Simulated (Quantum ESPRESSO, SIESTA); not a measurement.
# Birch–Murnaghan line for bcc W, SIESTA DZP, PBEsol

Calculated with SIESTA 5.4.2: PBEsol; DZP orbitals, shift 0.01 Ry, mesh 400 Ry; k-mesh 14×14×14. The volume is changed in steps from typed lattice constants. V0 = 15.676 Å³ an atom is where a Birch–Murnaghan fit to this level's pressures, the withheld one apart, crosses zero; rows within 2.5 % of V0 are left out, since F is ill-conditioned there. The typed cell is scaled evenly, with no relaxation, and each row is a single point.

| volume (Å³/atom) | pressure (GPa) |
| --- | --- |
| 14.793 | 21.49 |
| 15.114 | 12.88 |
| 16.079 | -8.255 |
| 16.4 | -13.29 |
| 16.722 | -18.62 |
| 17.043 | ? |
| 17.365 | -27.29 |

**Question.** Fit the third-order Birch–Murnaghan equation to the rows given and interpolate to the withheld row.

Worked fit:

Take the Eulerian strain f = ½[(V0/V)^(2/3) − 1] and the normalised pressure F = P / [3f(1 + 2f)^(5/2)]. The third-order Birch–Murnaghan equation is then the line F = B0 + (3/2)B0(B′ − 4) f, so u = f and v = F.

| u = f | v = F (GPa) |
| --- | --- |
| 0.0197039 | 330.063 |
| 0.0123191 | 327.936 |
| -0.00838988 | 342.147 |
| -0.0148259 | 322.154 |
| -0.0210744 | 327.988 |
| -0.0329712 | 327.200 |

With n = 6: mean u = -0.00753973, mean v = 329.581, Σ(u − ū)² = 0.0020204, Σ(u − ū)(v − v̄) = 0.10601. Slope b = 0.10601 / 0.0020204 = 52.473; intercept a = v̄ − b ū = 329.98.

So B0 = 330.0 GPa and B′ = 4 + 2b/(3a) = 4.11. At the withheld volume f = -0.02711, F = 328.6 GPa, and P = 3f(1 + 2f)^(5/2) F.

Prediction at 17.043: -23.24 GPa. The run gave -23.13 GPa, so the fit is low by 0.11 GPa (0.49 % of the value).

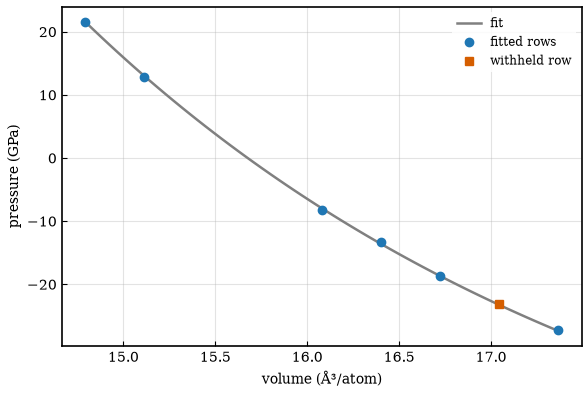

The fit, the rows that it rests on and the withheld row.

A fit to this level's energies over the whole scan gives V0 = 15.674 Å³, B0 = 329.4 GPa and B′ = 4.21. Among the rows given, the largest miss of the fit is at 16.079, by 0.30 GPa (0.62 % of the range of the table).

Limits: The nuclei are static. The DFT runs use Fermi–Dirac occupations of width 0.1 eV, and energies are free energies. The pressures scatter by 0.15 GPa r.m.s. about a smooth curve, which shows enlarged in F and loosens B′.

[Hosts, paths, dates, database ids (printed as entryN), source tags and the programs' standing remarks are cut or masked in the printed files.]
